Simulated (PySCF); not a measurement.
## Electronic structure of C6H9Ga (SMILES [GaH2]/[CH]=C1\C=CCC1) in real space

Input

```
{"job": {"kind": "uv", "xc": "CAM-B3LYP", "basis": "def2-SVPD", "nstates": 8, "ntriplets": 3}, "charge": 0, "multiplicity": 1}
Ga     3.115293    -0.086395    -0.033035
C      1.360437    -0.946020     0.338068
C      0.176912    -0.346369     0.129699
C      0.001950     0.994954    -0.392363
C     -1.287639     1.313402    -0.488820
C     -2.177462     0.199477    -0.033099
C     -1.201888    -0.913781     0.386235
H      4.455640    -0.874585     0.245842
H      3.354559     1.366760    -0.603772
H      1.355885    -1.963139     0.737904
H      0.852081     1.611976    -0.653293
H     -1.692497     2.245134    -0.845058
H     -2.840795    -0.119024    -0.840705
H     -2.810985     0.524502     0.795480
H     -1.353707    -1.824845    -0.194186
H     -1.315382    -1.173102     1.439691
```

Command:

```sh
OMP_NUM_THREADS=1 python probes_run.py task.json out
```

Geometry: GFN2-xTB.

Computed with CAM-B3LYP/def2-SVPD, SCF density, gas phase in PySCF 2.14.0.

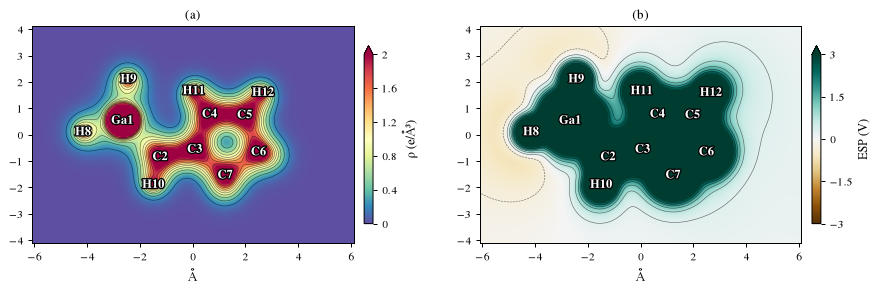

Figure 1. (a) electron density; (b) electrostatic potential on the plane of atoms C3, C4 and C5.

> Interpret the plot.

The section cuts through Ga, C and H sites. C–C (1.33 Å): ρ is about 2.3 e/Å³ halfway. C–Ga (1.99 Å): ρ at the midpoint is about 0.77 e/Å³. C–H (1.08 Å): ρ is about 2 e/Å³ halfway. C–C (1.45 Å): ρ is about 1.9 e/Å³ halfway. C–C (1.50 Å): ρ at the midpoint is about 1.8 e/Å³. Outside the dense part of the molecule the potential is most negative (−0.7 V) near H8.

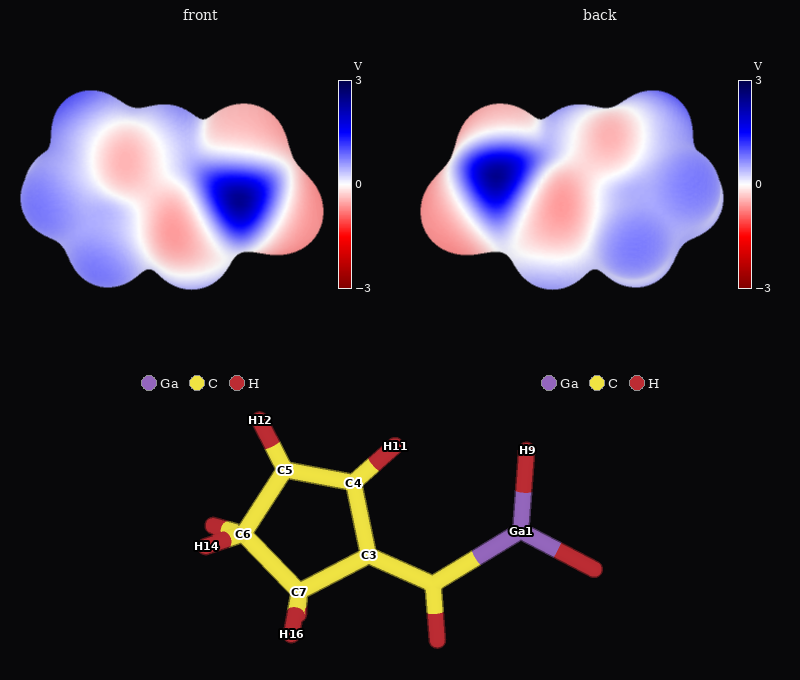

Figure 2. The electrostatic potential painted on the density surface at 0.002 e/bohr³, seen from the front and from behind; red is negative and blue positive. The bare structure is drawn below in the same view.

> Where is the surface potential most negative and most positive?

The most negative region (about −0.6 V) lies over H8, the most positive (about +2.3 V) over Ga1.

> How polar is the molecule by this calculation?

Its dipole moment is 2.40 D.
